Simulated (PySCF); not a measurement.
Molecule: ethanethiol, SMILES C(C)S. Atoms near the plane z = 0.0 Å, at the PBE0/def2-SVP optimised geometry (x, y, z in Å): C1 (-0.8, -0.5, 0.0), C2 (0.8, -0.5, 0.0), H4 (-1.2, -1.0, -0.9), H5 (-1.2, 0.5, 0.0), H6 (-1.2, -1.0, 0.9), H7 (1.1, -1.5, 0.0), H8 (1.2, 0.0, -0.9).

Level of theory: PBE0/def2-TZVP run with PySCF. Cells within 0.4 Å of a nucleus heavier than hydrogen are left out (blank, or x). The values are rescaled to run from 0 to 1.

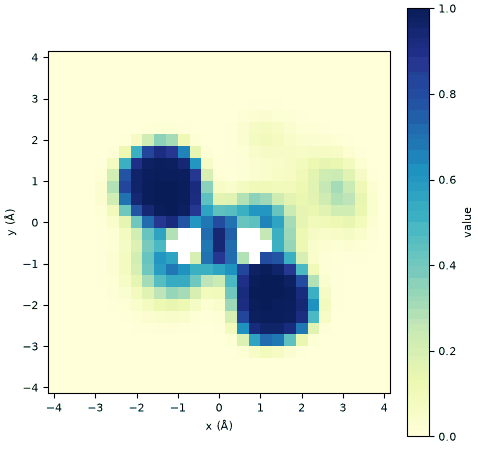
a field on the plane z = 0.0 Å.

Which quantity is mapped?
A) electrostatic potential
B) an orbital amplitude
C) deformation density (molecule minus spherical neutral atoms)
D) electron localisation function

D, electron localisation function
